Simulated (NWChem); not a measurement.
# NbHSClOF (SMILES [OH][Nb]([F])(=[S])[Cl]): levels of theory compared

Wanted: a comparison of 4 runs (HF/def2-SVP, M06-2X/STO-3G, PBE/def2-SVP, PBE0/def2-SVP) of NbHSClOF. 

Program for the calculation: NWChem 7.3.0.

## Step 1: The system as given

NbHSClOF: 6 atoms, total charge 0, spin state singlet. SMILES: `[OH][Nb]([F])(=[S])[Cl]`. The shape is that of a PBE0-D4/def2-TZVP optimisation. This is one conformer, not always the lowest.

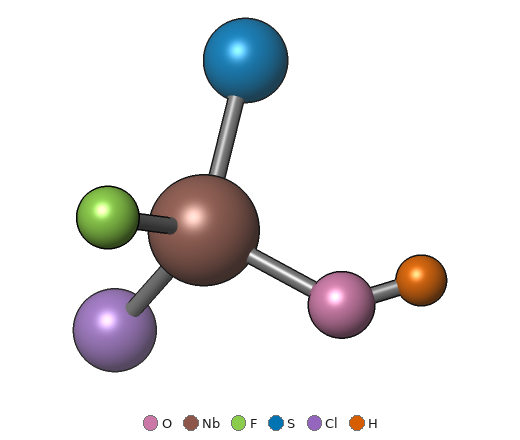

Viewed from a chosen angle; oxygen pink, niobium brown, fluorine green, sulfur blue, chlorine purple, hydrogen orange.

## Step 2: Energy and forces at HF/def2-SVP (core potential) (run 1)

run.py reads:

```python
from ase import Atoms
from ase.calculators.nwchem import NWChem

system = Atoms('ONbFSClH', positions=[
    [-0.787800, 0.640900, 1.068500],
    [0.369300, -0.099700, -0.189900],
    [1.926600, -0.666500, 0.641600],
    [-0.595200, -1.779800, -1.075000],
    [0.811000, 1.433700, -1.819100],
    [-1.681900, 0.407100, 1.327800],
])

calc = NWChem(
    label='input',
    theory='scf',
    memory='2200 mb',
    basis='def2-SVP',
    basispar='spherical bse',
    scf={'nopen': '0', 'rhf': None, 'thresh': '1e-08', 'maxiter': '80'},
    **{'ecp bse': {'Nb library': 'def2-SVP'}},
)
system.calc = calc

forces = system.get_forces()
print(f"energy = {system.get_potential_energy():.6f} eV")
print("forces (eV/A):")
for s, f in zip(system.symbols, forces):
    print(f"{s:2s} {f[0]:10.5f} {f[1]:10.5f} {f[2]:10.5f}")
print("dipole (e A):", system.get_dipole_moment().round(4))
```

Command:

```console
$ export ASE_NWCHEM_COMMAND="nwchem PREFIX.nwi > PREFIX.nwo"
$ python run.py
```

Log:

```text
energy = -29608.287034 eV
forces (eV/A):
O    -0.51947   -0.38294   -0.06911
Nb   -0.51407   -0.82250    0.30226
F     0.00689    0.10254   -0.00360
S     0.21201    0.37584    0.21304
Cl    0.16599    0.43704   -0.36031
H     0.64869    0.29002   -0.08222
dipole (e A): [-0.3742  0.1943  0.3083]
```

The calculator wrote input.nwi:

```
title "input"

permanent_dir input

scratch_dir input

start input

geometry units angstrom nocenter noautosym noautoz
  O  -7.8779999999999994e-01 6.4090000000000003e-01 1.0685000000000000e+00
  Nb 3.6930000000000002e-01 -9.9699999999999997e-02 -1.8990000000000001e-01
  F  1.9266000000000001e+00 -6.6649999999999998e-01 6.4159999999999995e-01
  S  -5.9519999999999995e-01 -1.7798000000000000e+00 -1.0750000000000000e+00
  Cl 8.1100000000000005e-01 1.4337000000000000e+00 -1.8190999999999999e+00
  H  -1.6819000000000000e+00 4.0710000000000002e-01 1.3278000000000001e+00
end

memory 2200 mb

basis spherical bse noprint
   * library def2-SVP
end

scf
  nopen 0
  rhf
  thresh 1e-08
  maxiter 80
end
ecp bse
  Nb library def2-SVP
end

task scf gradient
```

input.nwo:

```text
Northwest Computational Chemistry Package (NWChem) 7.3.0
             --------------------------------------------------------

           Job information
           ---------------

    nwchem branch   = 7.3.0
    use scalapack   = T
    input           = input.nwi
    prefix          = input.
    data base       = input/input.db
    status          = startup
    nproc           =        1

           Memory information
           ------------------

    heap     =     72089596 doubles =      550.0 Mbytes
    stack    =     72089601 doubles =      550.0 Mbytes
    global   =    144179200 doubles =     1100.0 Mbytes (distinct from heap & stack)
    total    =    288358397 doubles =     2200.0 Mbytes
    verify   = yes
    hardfail = no

[... 141 lines left out ...]
 Convergence threshold     :          1.000E-08
[... 14 lines left out ...]
       Final RHF  results
[... 3 lines left out ...]
      One-electron energy =  -2162.743915137605
[... 1 line left out ...]
 Nuclear repulsion energy =    320.733953570713
[... 50 lines left out ...]
                       ROHF Final Molecular Orbital Analysis
[... 317 lines left out ...]
                 ----------------------------------------
                 |  Time  |  1-e(secs)   |  2-e(secs)   |
                 ----------------------------------------
                 |  CPU   |       0.03   |       6.55   |
                 ----------------------------------------
                 |  WALL  |       0.03   |       6.55   |
                 ----------------------------------------

 Task  times  cpu:       24.5s     wall:       24.5s
 Total times  cpu:       24.6s     wall:       24.6s
```

Wall time 26 s (1 thread of AMD EPYC 9R45 (Zen 5), shared host); peak memory 0.11 GiB.

## Step 3: Energy and gradient at M06-2X/STO-3G (run 2)

m1.nw reads:

```
start m1
title "ClFHNbOS"
memory stack 880 mb heap 220 mb global 1100 mb

geometry units angstrom noautosym nocenter noautoz
  O    -0.787800    0.640900    1.068500
  Nb    0.369300   -0.099700   -0.189900
  F     1.926600   -0.666500    0.641600
  S    -0.595200   -1.779800   -1.075000
  Cl    0.811000    1.433700   -1.819100
  H    -1.681900    0.407100    1.327800
end

basis spherical bse
  * library STO-3G
end

dft
  xc m06-2x
  grid xfine
  convergence energy 1e-08
  maxiter 100
  mulliken
end

task dft gradient
```

Command:

```console
$ nwchem m1.nw > m1.out
```

Log:

```text
[...]
          Wavefunction type:  closed shell.
          No. of atoms     :     6
          No. of electrons :    92
[...]
          Charge           :     0
          Spin multiplicity:     1
[...]
          AO basis - number of functions:    56
[...]
              XC Information
              --------------
                       M06-2X Method XC Functional
                     Hartree-Fock (Exact) Exchange  0.540
                        M06-2X Exchange Functional  1.000
                      M06-2X Correlation Potential  1.000
[...]
 d= 0,ls=0.0,diis     1  -4739.8332358769 -5.42D+03  8.32D-02  2.24D+00     1.2
[...]
 d= 0,ls=0.0,diis    12  -4740.2849534123 -9.94D-09  2.19D-06  5.70D-10    10.8
         Total DFT energy =    -4740.284953412314
      One electron energy =    -7929.873878512037
           Coulomb energy =     2696.593762987945
    Exchange-Corr. energy =     -190.740756904979
 Nuclear repulsion energy =      683.735919016757
[...]
      Total Density - Mulliken Population Analysis
     ---------------------------------------------
    Atom       Charge   Shell Charges
 -----------   ------   -------------------------------------------------------
    1 O    8     8.32   2.00  1.79  4.53
    2 Nb  41    40.45   2.00  2.00  6.00  2.00  5.98  2.02  5.84  0.47  1.09  9.91  3.14
    3 F    9     9.12   2.00  1.94  5.17
    4 S   16    16.02   2.00  2.00  5.96  1.93  4.13
    5 Cl  17    17.34   2.00  2.00  5.99  2.00  5.35
    6 H    1     0.76   0.76
[...]
  wavefunction    = closed shell
                         DFT ENERGY GRADIENTS
    atom               coordinates                        gradient
                 x          y          z           x          y          z
   1 O      -1.488726   1.211125   2.019172   -0.075581  -0.001687   0.034142
   2 Nb      0.697876  -0.188406  -0.358859    0.010297   0.045180  -0.019024
   3 F       3.640746  -1.259502   1.212448    0.044626  -0.015716   0.022560
   4 S      -1.124765  -3.363334  -2.031455   -0.027629  -0.042241  -0.023938
   5 Cl      1.532568   2.709300  -3.437601   -0.000898   0.000059  -0.001741
   6 H      -3.178330   0.769307   2.509178    0.049186   0.014404  -0.011999
[...]
```

It took 16 s on 1 thread of AMD EPYC 9R45 (Zen 5), shared host; peak memory 0.14 GiB.

Run 3 isn't shown in full; the table further down has it.

## Step 4: Energy and forces at PBE0/def2-SVP (core potential) (run 4)

run.nw reads:

```
START run
memory total 2200 mb

GEOMETRY units angstroms noautosym nocenter noautoz
 O       -0.787800       0.640900       1.068500
 Nb       0.369300      -0.099700      -0.189900
 F        1.926600      -0.666500       0.641600
 S       -0.595200      -1.779800      -1.075000
 Cl       0.811000       1.433700      -1.819100
 H       -1.681900       0.407100       1.327800
END

BASIS spherical bse
 O library def2-SVP
 Nb library def2-SVP
 F library def2-SVP
 S library def2-SVP
 Cl library def2-SVP
 H library def2-SVP
END

ECP bse
 Nb library def2-SVP
END

DFT
 xc pbe0
 grid fine
 convergence energy 1e-08
 maxiter 100
 mulliken
END

TASK dft gradient
```

Command:

```console
$ nwchem run.nw > run.out
```

Log:

```text
[...]
          Wavefunction type:  closed shell.
          No. of atoms     :     6
          No. of electrons :    64
[...]
          Charge           :     0
          Spin multiplicity:     1
[...]
          AO basis - number of functions:   100
[...]
              XC Information
              --------------
                         PBE0 Method XC Functional
                     Hartree-Fock (Exact) Exchange  0.250
          PerdewBurkeErnzerhof Exchange Functional  0.750
            Perdew 1991 LDA Correlation Functional  1.000 local
           PerdewBurkeErnz. Correlation Functional  1.000 non-local
[...]
 d= 0,ls=0.0,diis     1  -1090.0039348244 -1.41D+03  4.77D-02  2.65D+00     1.4
[...]
 d= 0,ls=0.0,diis    13  -1090.4028481921 -1.70D-09  5.25D-07  3.49D-09    14.3
         Total DFT energy =    -1090.402848192069
      One electron energy =    -2164.045849549059
           Coulomb energy =      832.638436335547
    Exchange-Corr. energy =      -79.729388549269
 Nuclear repulsion energy =      320.733953570713
[...]
      Total Density - Mulliken Population Analysis
     ---------------------------------------------
    Atom       Charge   Shell Charges
 -----------   ------   -------------------------------------------------------
    1 O    8     8.40   1.99  1.07  0.68  2.86  1.79  0.01
    2 Nb  13    12.13  -0.34  1.69  0.70  0.28 -0.02  5.97  0.46  0.18  2.59  0.53  0.10
    3 F    9     9.33   1.99  1.13  0.82  3.32  2.07  0.00
    4 S   16    16.16   2.00  1.99  1.27  0.63  5.93  1.78  2.53  0.04
    5 Cl  17    17.22   2.00  1.99  1.27  0.69  5.93  2.14  3.18  0.02
    6 H    1     0.75   0.66  0.03  0.07
[...]
  wavefunction    = closed shell
                         DFT ENERGY GRADIENTS
    atom               coordinates                        gradient
                 x          y          z           x          y          z
   1 O      -1.488726   1.211125   2.019172   -0.004389   0.000572   0.002791
   2 Nb      0.697876  -0.188406  -0.358859   -0.000159  -0.000282  -0.003654
   3 F       3.640746  -1.259502   1.212448   -0.000668   0.000389  -0.000347
   4 S      -1.124765  -3.363334  -2.031455    0.001083   0.001476   0.000637
   5 Cl      1.532568   2.709300  -3.437601   -0.000621  -0.002478   0.002707
   6 H      -3.178330   0.769307   2.509178    0.004754   0.000323  -0.002134
[...]
```

It took 22 s on 1 thread of AMD EPYC 9R45 (Zen 5), shared host; peak memory 0.13 GiB.

## Step 5: Overview of the runs

| run | level | core potential | iteration cap | energy (Eh) | dipole moment (D) | HOMO energy (eV) | LUMO energy (eV) | wall time |
| --- | --- | --- | --- | --- | --- | --- | --- | --- |
| 1 | HF/def2-SVP (core potential) | def2-SVP | 80 | -1088.084488 | 2.51 | -10.87 | 0.84 | 26 s |
| 2 | M06-2X/STO-3G | – | 100 | -4740.284953 | 3.39 | -5.76 | 2.40 | 16 s |
| 3 | PBE/def2-SVP (core potential) | def2-SVP | 100 | -1090.389211 | 2.47 | -6.94 | -3.20 | 25 s |
| 4 | PBE0/def2-SVP (core potential) | def2-SVP | 100 | -1090.402848 | 2.49 | -8.22 | -2.56 | 22 s |

## Step 6: What came out

| quantity | value |
| --- | --- |
| run 4: total energy | -1090.40285 Eh |
| run 4: dipole moment | 2.49 D |
| run 4: HOMO energy | -8.22 eV |
| run 4: LUMO energy | -2.56 eV |
| run 4: HOMO–LUMO gap | 5.67 eV |
| run 4: largest force on an atom | 0.269 eV/Å |

The dipole moment (its size) runs from 2.47 D (PBE/def2-SVP) to 3.39 D (M06-2X/STO-3G). The two ends differ in method and basis and core potential. The HOMO–LUMO gap runs from 3.74 eV (PBE/def2-SVP) to 11.70 eV (HF/def2-SVP). Exact exchange widens orbital gaps. Totals of different functionals can't be ranked against each other. Some runs of one species differ in core potentials or relativity; totals across that change don't compare. In run 2 the basis is minimal, so the values are rough. In run 2 relativity is left out where basis or elements ask for it. All runs together took 89 s, the longest 26 s.
